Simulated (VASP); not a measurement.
```yaml
crystal:
  lattice:
    - [0.02461, 3.80716, 3.80716]
    - [3.83177, 0.00000, 3.83177]
    - [1.91589, 1.91589, 0.00000]
  atoms:
    - { symbol: Rh, position: [0.00000, 0.00000, 0.00000] }
    - { symbol: Rh, position: [0.00000, 0.50000, 0.00000] }
    - { symbol: Pd, position: [0.50000, 0.00000, 0.00000] }
    - { symbol: Pd, position: [0.50000, 0.50000, 0.00000] }
```

All values below come from PBEsol GGA, VASP's PBE PAW potentials (set 64) (plane waves; VASP). Run with 400 eV cut-off, 8×8×15 Γ-centred mesh, tetrahedra with Blöchl corrections, potentials Rh_pv Pd.

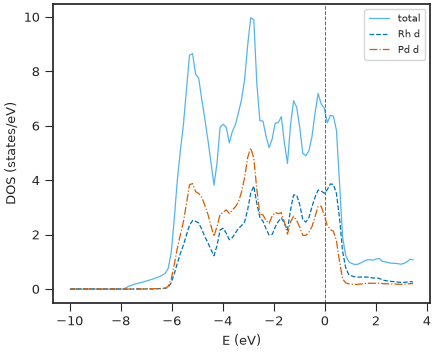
Figure. Total and projected density of states, zero at the Fermi level

Within 2 eV below the Fermi level the largest weight inside VASP's projection spheres is Rh d, then Pd d.

It has no gap at this level: it comes out as a metal or semimetal.

The structure was generated: Pd2Rh2 was put into an ordered model structure (R-3m), which need not be its known phase. It was relaxed first.
